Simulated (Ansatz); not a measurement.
# GeH4O2···H2O: what the fields show

Input

```
crystal:
  periodic: [false, false, false]
  atoms:
    - { symbol: Ge, position_ang: [-0.230368, 0.496381, -0.208156] }
    - { symbol: O, position_ang: [0.696688, -0.327231, 2.493851] }
    - { symbol: H, position_ang: [-0.092182, -0.299148, 3.055886] }
    - { symbol: O, position_ang: [1.377997, -0.064184, -0.733058] }
    - { symbol: H, position_ang: [1.545814, -0.991985, -0.497047] }
    - { symbol: O, position_ang: [-0.869864, 1.483349, -1.54627] }
    - { symbol: H, position_ang: [-0.899617, 1.00858, -2.389746] }
    - { symbol: H, position_ang: [-1.159562, -0.698525, 0.087965] }
    - { symbol: H, position_ang: [-0.095628, 1.52764, 0.935157] }
    - { symbol: H, position_ang: [0.839122, 0.622424, 2.275418] }
basis:
  gaussian: { orbitals: def2-SVP }
hamiltonian:
  xc: b3lyp
relax:
  f_tol: 0.03
  max_steps: 50
output:
  orbitals: {}
```

Run with:

```sh
ansatz run input.yaml --threads 2 --pin off --max-ram 3072MiB --backend cpu --events-out ev --progress --plain --runs-dir out
```

The fields are those of the run's last geometry, not of the input's.

Computed with RKS B3LYP/def2-SVP (Ansatz).

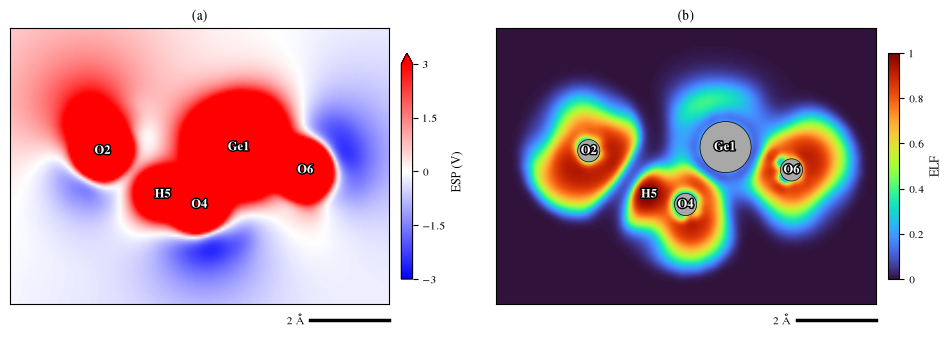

Figure 1. (a) electrostatic potential; (b) ELF on the plane of atoms Ge1, O4 and H5. Grey discs cover the atomic cores in the ELF map.

Read the bonding off the picture.

- The section cuts through Ge, O and H sites.
- O2···H5 (1.88 Å): the ELF dips to about 0.10 between them: by its geometry a hydrogen bond between the two molecules, with no shared pair.
- Ge–O (1.77 Å): the ELF peaks at about 0.85 in the valence shell of O, 0.6 Å from its nucleus, and is about 0.35 at the midpoint.
- O–H (0.98 Å): the ELF climbs to about 1 towards the hydrogen, as it does in any bond to H: a covalent bond by its length.
- The ELF also peaks beside O4, O2 and O6, away from the bonds: lone-pair regions.
- Outside the dense part of the complex the potential is most negative (−2.5 V) near O4.

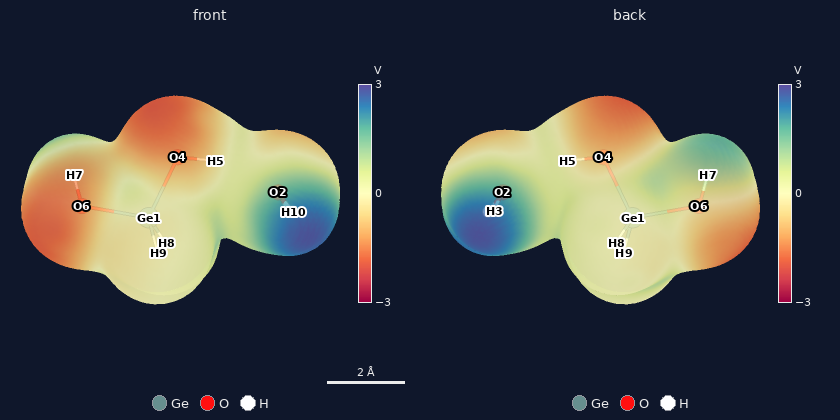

Figure 2. The electrostatic potential painted on the density surface at 0.002 e/bohr³, seen from the front and from behind; the colour scale runs from red (negative) to blue (positive).

Describe the electrostatic potential map.

The most negative region (about −1.9 V, or −44 kcal/mol for a unit charge) lies over O4 and O6, the most positive (about +2.8 V, or +65 kcal/mol for a unit charge) over H3 and H10.

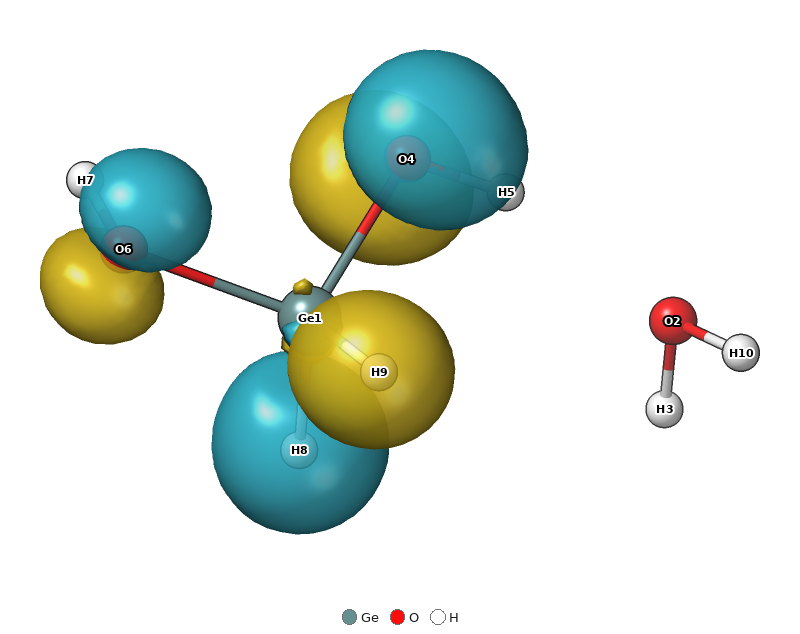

Figure 3. The HOMO at ±0.15 Å⁻³ᐟ² (yellow and cyan are the two phases), seen at a tilt.

What is the character of this orbital?

By Hirshfeld shares it lies mainly on O4 (about 45 %), Ge1 (about 15 %), O6 (about 15 %), H8 (about 15 %) and H9 (about 10 %). Its energy is −7.43 eV.
